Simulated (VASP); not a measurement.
## Driving VASP from ASE on ZrB2

Do ASE scripts that read ZrB2 from different structure formats give one answer, and do several routes find one equilibrium volume? All runs use PBEsol. Left out of this account: 1 further run (fields: a reference on another mesh). The start is a cell from a database of measured crystal structures.

Main program and level: VASP 6.6.1; PBEsol; plane waves and PAW (Zr_sv, B).

**1. Starting point**

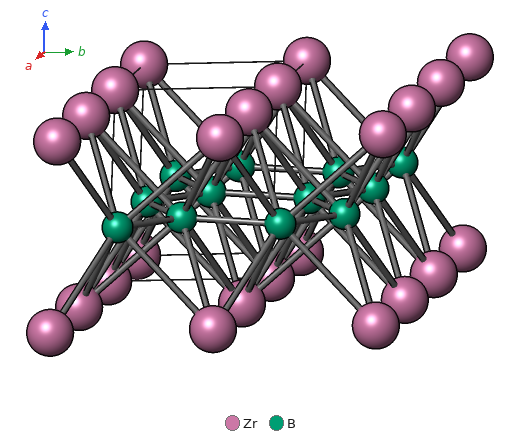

The starting structure, seen slightly off an axis (zirconium pink, boron teal). 3×2×1 cells are drawn. Some periodic images of atoms are drawn too.

Coordinates:

```cif
data_structure
_symmetry_space_group_name_H-M 'P 1'
_symmetry_Int_Tables_number 1
_cell_length_a 3.1700
_cell_length_b 3.1700
_cell_length_c 3.5330
_cell_angle_alpha 90.000
_cell_angle_beta 90.000
_cell_angle_gamma 120.000
_cell_volume 30.75
loop_
_atom_site_label
_atom_site_type_symbol
_atom_site_fract_x
_atom_site_fract_y
_atom_site_fract_z
_atom_site_occupancy
Zr1 Zr 0.00000 0.00000 0.00000 1
B2 B 0.33333 0.66667 0.50000 1
B3 B 0.66667 0.33333 0.50000 1
```

**2. Self-consistent run (PBEsol, through ASE)**

A single point through ASE, with the structure read from an extended xyz file.

File run.py:

```python
import numpy as np
from ase.calculators.vasp import Vasp
from ase.io import read
from ase.dft.bandgap import bandgap

atoms = read('ZrB2.xyz')

calc = Vasp(
    xc='pbesol',
    pp='PBE',
    prec='Accurate',
    encut=420,
    ediff=1e-06,
    nelm=100,
    ismear=-1,
    sigma=0.05,
    lreal=False,
    algo='Normal',
    nbands=15,
    lasph=True,
    lorbit=11,
    lwave=False,
    lcharg=False,
    kpar=4,
    isif=2,
    pp_version='64',
    setups={'Zr': '_sv', 'B': ''},
    kpts=(11, 11, 9),
    gamma=True,
    txt='vasp.out',
)
atoms.calc = calc

print("energy (eV):", round(atoms.get_potential_energy(), 6))
print("Fermi level (eV):", round(calc.get_fermi_level(), 4))
print("forces (eV/A):")
print(np.round(atoms.get_forces(), 4))
print("stress (GPa, Voigt, tension positive):", np.round(atoms.get_stress() * 160.21766, 3))
gap, p1, p2 = bandgap(calc, direct=False)
print("gap on the mesh (eV):", round(gap, 4))
```

File ZrB2.xyz:

```xyz
3
Lattice="3.1700000000 0.0000000000 0.0000000000 -1.5850000000 2.7453005300 0.0000000000 0.0000000000 0.0000000000 3.5330000000" Properties=species:S:1:pos:R:3 pbc="T T T"
Zr     0.0000000000      0.0000000000      0.0000000000
B     -0.0000000002      1.8302003534      1.7665000000
B      1.5850000002      0.9151001766      1.7665000000
```

The projector-augmented-wave data sets are Zr_sv and B (PBE family, release 64).

Run with:

```sh
> export ASE_VASP_COMMAND="mpirun -np 4 vasp_std"
> python run.py
```

Log:

```text
energy (eV): -26.398933
Fermi level (eV): 10.3612
forces (eV/A):
[[ 0.  0.  0.]
 [ 0.  0. -0.]
 [-0. -0.  0.]]
stress (GPa, Voigt, tension positive): [ 3.608  3.608  4.072  0.    -0.    -0.   ]
gap on the mesh (eV): 0.0
```

It took 12 s on 4 MPI ranks of AMD EPYC 7R43, shared host; peak memory 0.49 GiB; 40 s of CPU time.

Lines that name or quote the potential files are left out of all logs, and their timing lines are given in words.

ASE turned this into the INCAR:

```
ENCUT = 420.000000
SIGMA = 0.050000
EDIFF = 1.00e-06
ALGO = Normal
GGA = PS
PREC = Accurate
ISIF = 2
ISMEAR = -1
KPAR = 4
LORBIT = 11
NBANDS = 15
NELM = 100
LASPH = .TRUE.
LCHARG = .FALSE.
LWAVE = .FALSE.
LREAL = .FALSE.
```

The KPOINTS that ASE wrote:

```
KPOINTS created by Atomic Simulation Environment
0
Gamma
11 11 9
0 0 0
```

vasp.out:

```text
[banner, memory and clock lines left out]
running    4 mpi-ranks, on    1 nodes
 distrk:  each k-point on    1 cores,    4 groups
 distr:  one band on    1 cores,    1 groups

 POSCAR found type information on POSCAR ZrB
 POSCAR found :  2 types and       3 ions
|                                                                             |
|               ----> ADVICE to this user running VASP <----                  |
|                                                                             |
|     You enforced a specific xc type in the INCAR file but a different       |
|     [... a line on the potential file left out ...]
|     I HOPE YOU KNOW WHAT YOU ARE DOING!                                     |
|                                                                             |

 LDA part: xc-table for (Slater+PW92), standard interpolation
 POSCAR, INCAR and KPOINTS ok, starting setup
 FFT: planning ... GRIDC
 FFT: planning ... GRID_SOFT
 FFT: planning ... GRID
 WAVECAR not read
 entering main loop
       N       E                     dE             d eps       ncg     rms          rms(c)
DAV:   1     0.829299497129E+02    0.82930E+02   -0.85706E+03  2416   0.101E+03
DAV:   2    -0.253605042310E+02   -0.10829E+03   -0.10469E+03  3058   0.273E+02
DAV:   3    -0.288929299924E+02   -0.35324E+01   -0.35168E+01  3821   0.425E+01
DAV:   4    -0.289531644707E+02   -0.60234E-01   -0.60230E-01  2777   0.504E+00
DAV:   5    -0.289544792339E+02   -0.13148E-02   -0.13147E-02  3705   0.538E-01    0.222E+01
DAV:   6    -0.264520266695E+02    0.25025E+01   -0.58304E+00  2990   0.167E+01    0.914E+00
DAV:   7    -0.264040249770E+02    0.48002E-01   -0.70401E-01  3474   0.526E+00    0.321E+00
DAV:   8    -0.264041853840E+02   -0.16041E-03   -0.10376E-01  2893   0.270E+00    0.521E-01
DAV:  10    -0.263996335015E+02    0.37427E-03   -0.16147E-03  2822   0.377E-01    0.397E-02
DAV:  11    -0.263996383067E+02   -0.48053E-05   -0.74546E-05  3419   0.789E-02    0.105E-02
DAV:  12    -0.263996365846E+02    0.17222E-05   -0.29568E-06  2707   0.122E-02    0.581E-03
DAV:  13    -0.263996363217E+02    0.26284E-06   -0.56389E-07  1494   0.629E-03
   1 F= -.26399636E+02 E0= -.26398933E+02  d E =-.140634E-02
```

OUTCAR, selected parts (step 2):

```text
ion  position               nearest neighbor table
   1  0.000  0.000  0.000-   2 2.54   3 2.54   2 2.54   3 2.54   2 2.54   2 2.54   3 2.54   3 2.54
                             3 2.54   3 2.54   2 2.54   2 2.54
   2  0.333  0.667  0.500-   3 1.83   3 1.83   3 1.83   1 2.54   1 2.54   1 2.54   1 2.54   1 2.54
                             1 2.54
   3  0.667  0.333  0.500-   2 1.83   2 1.83   2 1.83   1 2.54   1 2.54   1 2.54   1 2.54   1 2.54
                             1 2.54

  LATTYP: Found a hexagonal cell.
 ALAT       =     3.1700000000
 C/A-ratio  =     1.1145110410

 Subroutine GETGRP returns: Found 24 space group operations
 (whereof 24 operations were pure point group operations)

The static configuration has the point symmetry D_6h.

 Found     80 irreducible k-points:

   k-points           NKPTS =     80   k-points in BZ     NKDIM =     80   number of bands    NBANDS=     15

   dimension x,y,z NGX =    24 NGY =   24 NGZ =   24
   dimension x,y,z NGXF=    48 NGYF=   48 NGZF=   48

   ENCUT  =  420.0 eV  30.87 Ry    5.56 a.u.   5.30  5.30  5.90*2*pi/ulx,y,z

   NELECT =      18.0000    total number of electrons

 k-points in reciprocal lattice and weights: KPOINTS created by Atomic Simulation Env
   0.00000000  0.00000000  0.00000000       0.001
   0.09090909 -0.00000000  0.00000000       0.006
   0.18181818  0.00000000  0.00000000       0.006
   0.27272727  0.00000000  0.00000000       0.006
   0.36363636  0.00000000  0.00000000       0.006
   0.45454545  0.00000000  0.00000000       0.006
   0.09090909  0.09090909  0.00000000       0.006
   0.18181818  0.09090909  0.00000000       0.011
   0.27272727  0.09090909  0.00000000       0.011
[...]
0.27272727  0.27272727  0.44444444       0.011
   0.36363636  0.27272727  0.44444444       0.011

 average (electrostatic) potential at core
       1 -72.5984       2 -22.1202       3 -22.1202

 E-fermi :  10.3612

 k-point     1 :       0.0000    0.0000    0.0000
  band No.  band energies     occupation
    ...
      5      -2.2695      2.00000
      6       7.8054      2.00000
      7       7.8062      2.00000
      8       7.8062      2.00000
      9       8.1069      2.00000
     10      13.8192      0.00000
     11      13.8192      0.00000
     12      14.6241      0.00000
     13      14.6241      0.00000
     14      15.3419      0.00000
    ...

 k-point     2 :       0.0909   -0.0000    0.0000
  band No.  band energies     occupation
    ...
      5      -2.1037      2.00000
      6       7.3303      2.00000
      7       7.8112      2.00000
      8       7.9227      2.00000
      9       7.9633      2.00000
     10      13.7098      0.00000
     11      13.7157      0.00000
     12      14.0598      0.00000
     13      14.0804      0.00000
     14      16.0382      0.00000
    ...

 k-point     3 :       0.1818    0.0000    0.0000
  band No.  band energies     occupation
    ...
      5      -1.6292      2.00000
      6       6.2380      2.00000
      7       7.5038      2.00000
      8       7.7825      2.00000
      9       8.2916      2.00000
     10      12.7405      0.00000
     11      13.4548      0.00000
     12      13.7490      0.00000
     13      14.3910      0.00000
     14      16.6173      0.00000
    ...

  Total       -0.6924239     -0.6924239     -0.7813389      0.0000000      0.0000000      0.0000000
  in kB      -36.0819380    -36.0819380    -40.7152599      0.0000000      0.0000000      0.0000000
  external PRESSURE =     -37.6263787 kB  Pullay stress =       0.0000000 kB

  energy-cutoff  :      420.00
  volume of cell :       30.75
      direct lattice vectors                 reciprocal lattice vectors
     3.170000000  0.000000000  0.000000000     0.315457413  0.182129422  0.000000000
    -1.585000000  2.745300530  0.000000000     0.000000000  0.364258845  0.000000000
     0.000000000  0.000000000  3.533000000     0.000000000  0.000000000  0.283045570

 POSITION                                       TOTAL-FORCE (eV/Angst)
 -----------------------------------------------------------------------------------
      0.00000      0.00000      0.00000         0.000000      0.000000      0.000000
     -0.00000      1.83020      1.76650         0.000000      0.000000     -0.000000
      1.58500      0.91510      1.76650        -0.000000     -0.000000      0.000000
 -----------------------------------------------------------------------------------
    total drift:                               -0.000000      0.000000     -0.000000

  FREE ENERGIE OF THE ION-ELECTRON SYSTEM (eV)
  ---------------------------------------------------
  free  energy   TOTEN  =       -26.3996363217 eV

  energy  without entropy=      -26.3982299798  energy(sigma->0) =      -26.39893315

 total charge
# of ion       s       p       d       tot
------------------------------------------
    1        2.170   6.028   1.781   9.980
    2        0.661   1.234   0.000   1.895
    3        0.661   1.234   0.000   1.895
--------------------------------------------------
tot          3.493   8.496   1.781  13.770

[... 3 further parts left out ...]
```

The PAW data sets were made with PBE, which is usual practice but a small mismatch for other functionals. At this level the cell is under a tension of 3.8 GPa, so at these settings it is away from equilibrium.

This step gave:

```yaml
scf_cycles: 13
electrons: 18
bands: 15
irreducible_k_points: 80
symmetry_operations: 24
free_energy_toten: -26.40 eV
energy_at_zero_smearing: -26.40 eV
fermi_energy: 10.36 eV
pressure: -3.763 GPa
metallic: yes
```

The pressure is -3.76 GPa and the largest force 0.000 eV/Å, so the cell is not at a minimum at these settings.

**3. A single point (PBEsol, through ASE)**

The single point through ASE, with the structure read from a CIF with its space group. The mesh changes to 10×10×8, so this is no clean test of the format.

run.py, as its differences from that of step 2:

```diff
@@ -5,3 +5,3 @@
 
-atoms = read('ZrB2.xyz')
+atoms = read('ZrB2.cif')
 
@@ -27,3 +27,3 @@
     setups={'Zr': '_sv', 'B': ''},
-    kpts=(11, 11, 9),
+    kpts=(10, 10, 8),
     gamma=True,
```

File ZrB2.cif:

```cif
data_ZrB2
_cell_length_a 3.17000000
_cell_length_b 3.17000000
_cell_length_c 3.53300000
_cell_angle_alpha 90.00000000
_cell_angle_beta 90.00000000
_cell_angle_gamma 120.00000000
_space_group_name_H-M_alt 'P6/mmm'
_space_group_name_Hall '-P 6 2'
_space_group_IT_number 191
loop_
_space_group_symop_operation_xyz
'x,y,z'
'-x,-y,-z'
'x-y,x,z'
'-x+y,-x,-z'
'-y,x-y,z'
'y,-x+y,-z'
'-x,-y,z'
'x,y,-z'
'-x+y,-x,z'
'x-y,x,-z'
'y,-x+y,z'
'-y,x-y,-z'
'-y,-x,-z'
'y,x,z'
'-x,-x+y,-z'
'x,x-y,z'
'-x+y,y,-z'
'x-y,-y,z'
'y,x,-z'
'-y,-x,z'
'x,x-y,-z'
'-x,-x+y,z'
'x-y,-y,-z'
'-x+y,y,z'
loop_
_atom_site_label
_atom_site_type_symbol
_atom_site_symmetry_multiplicity
_atom_site_Wyckoff_symbol
_atom_site_fract_x
_atom_site_fract_y
_atom_site_fract_z
_atom_site_occupancy
Zr1 Zr 1 a 0.0000000000 0.0000000000 0.0000000000 1
B1 B 2 d 0.3333333333 0.6666666667 0.5000000000 1
```

Log:

```text
energy (eV): -26.39226
Fermi level (eV): 10.3258
forces (eV/A):
[[ 0.  0.  0.]
 [-0.  0.  0.]
 [ 0.  0.  0.]]
stress (GPa, Voigt, tension positive): [ 3.684  3.684  3.786 -0.     0.    -0.   ]
gap on the mesh (eV): 0.0
```

Elapsed: 11 s, on 4 MPI ranks; peak memory 0.49 GiB; 37 s of CPU time.

ASE turned this into the INCAR:

```
ENCUT = 420.000000
SIGMA = 0.050000
EDIFF = 1.00e-06
ALGO = Normal
GGA = PS
PREC = Accurate
ISIF = 2
ISMEAR = -1
KPAR = 4
LORBIT = 11
NBANDS = 15
NELM = 100
LASPH = .TRUE.
LCHARG = .FALSE.
LWAVE = .FALSE.
LREAL = .FALSE.
```

The KPOINTS that ASE wrote:

```
KPOINTS created by Atomic Simulation Environment
0
Gamma
10 10 8
0 0 0
```

VASP's own log, vasp.out:

```text
[banner, memory and clock lines left out]
running    4 mpi-ranks, on    1 nodes
 distrk:  each k-point on    1 cores,    4 groups
 distr:  one band on    1 cores,    1 groups

 POSCAR found type information on POSCAR ZrB
 POSCAR found :  2 types and       3 ions
 [... a notice as in an earlier step ...]

 LDA part: xc-table for (Slater+PW92), standard interpolation
 POSCAR, INCAR and KPOINTS ok, starting setup
 FFT: planning ... GRIDC
 FFT: planning ... GRID_SOFT
 FFT: planning ... GRID
 WAVECAR not read
 entering main loop
       N       E                     dE             d eps       ncg     rms          rms(c)
DAV:   1     0.856361551184E+02    0.85636E+02   -0.85476E+03  2100   0.102E+03
DAV:   2    -0.254952179498E+02   -0.11113E+03   -0.10732E+03  2695   0.276E+02
DAV:   3    -0.288965751684E+02   -0.34014E+01   -0.33855E+01  3239   0.419E+01
DAV:   4    -0.289445046162E+02   -0.47929E-01   -0.47915E-01  2472   0.488E+00
DAV:   5    -0.289461235213E+02   -0.16189E-02   -0.16189E-02  3306   0.553E-01    0.222E+01
DAV:   6    -0.264447396230E+02    0.25014E+01   -0.58962E+00  2599   0.167E+01    0.913E+00
DAV:   7    -0.263977334594E+02    0.47006E-01   -0.67180E-01  3125   0.519E+00    0.325E+00
DAV:   8    -0.263973626768E+02    0.37078E-03   -0.92774E-02  2496   0.257E+00    0.495E-01
DAV:   9    -0.263939049413E+02    0.34577E-02   -0.18271E-02  2668   0.103E+00    0.183E-01
DAV:  10    -0.263936631166E+02    0.24182E-03   -0.12063E-03  2487   0.326E-01    0.388E-02
DAV:  11    -0.263936673792E+02   -0.42626E-05   -0.59138E-05  2952   0.707E-02    0.106E-02
DAV:  12    -0.263936657814E+02    0.15978E-05   -0.26116E-06  2336   0.114E-02    0.478E-03
DAV:  13    -0.263936655880E+02    0.19341E-06   -0.46568E-07  1218   0.585E-03
   1 F= -.26393666E+02 E0= -.26392260E+02  d E =-.281085E-02
```

Parts of OUTCAR (step 3):

```text
The static configuration has the point symmetry D_6h.

 Found     70 irreducible k-points:

   k-points           NKPTS =     70   k-points in BZ     NKDIM =     70   number of bands    NBANDS=     15

   NELECT =      18.0000    total number of electrons

 E-fermi :  10.3258

 k-point     1 :       0.0000    0.0000    0.0000
  band No.  band energies     occupation
    ...
      5      -2.2679      2.00000
      6       7.8052      2.00000
      7       7.8059      2.00000
      8       7.8059      2.00000
      9       8.1064      2.00000
     10      13.8205      0.00000
     11      13.8205      0.00000
     12      14.6221      0.00000
     13      14.6221      0.00000
     14      15.3400      0.00000
    ...

 k-point     2 :       0.1000   -0.0000    0.0000
  band No.  band energies     occupation
    ...
      5      -2.0679      2.00000
      6       7.2396      2.00000
      7       7.8111      2.00000
      8       7.8871      2.00000
      9       7.9935      2.00000
     10      13.5922      0.00000
     11      13.6963      0.00000
     12      14.0026      0.00000
     13      14.1269      0.00000
     14      16.1680      0.00000
    ...

  Total       -0.7070293     -0.7070293     -0.7265411      0.0000000      0.0000000     -0.0000000
  in kB      -36.8430184    -36.8430184    -37.8597707      0.0000000      0.0000000     -0.0000000
  external PRESSURE =     -37.1819358 kB  Pullay stress =       0.0000000 kB

 POSITION                                       TOTAL-FORCE (eV/Angst)
 -----------------------------------------------------------------------------------
      0.00000      0.00000      0.00000         0.000000      0.000000      0.000000
     -0.00000      1.83020      1.76650        -0.000000      0.000000      0.000000
      1.58500      0.91510      1.76650         0.000000      0.000000      0.000000
 -----------------------------------------------------------------------------------
    total drift:                               -0.000000      0.000000      0.000000

  FREE ENERGIE OF THE ION-ELECTRON SYSTEM (eV)
  ---------------------------------------------------
  free  energy   TOTEN  =       -26.3936655880 eV

  energy  without entropy=      -26.3908547395  energy(sigma->0) =      -26.39226016

 total charge
# of ion       s       p       d       tot
------------------------------------------
    1        2.171   6.028   1.781   9.980
    2        0.661   1.234   0.000   1.895
    3        0.661   1.234   0.000   1.895
--------------------------------------------------
tot          3.493   8.496   1.781  13.770

[... 5 parts as in an earlier step ...]

[... 7 further parts left out ...]
```

At this level the cell is under a tension of 3.7 GPa, so at these settings it is away from equilibrium.

Numbers from this step:

- irreducible k-points: 70
- free energy (TOTEN): -26.39 eV
- energy at zero smearing: -26.39 eV
- Fermi energy: 10.33 eV
- pressure: -3.718 GPa

The energy lies +2.22 meV an atom from the first script, on another mesh.

(Part 1 of 3 ends here.)

[Lines on the potential files, build, host, timing and source positions are cut from VASP's logs without a mark.]

[Logs are printed without paths, hosts, clocks, repeated set-up lines and the standing remarks that a program may print on its own settings, such as how far it seeks lower states.]

[Hosts, paths, dates, database ids (printed as entryN), source tags and the programs' standing remarks are cut or masked in the printed files.]

[A measured line is paired with the nearest computed mode of its activity, which favours agreement.]
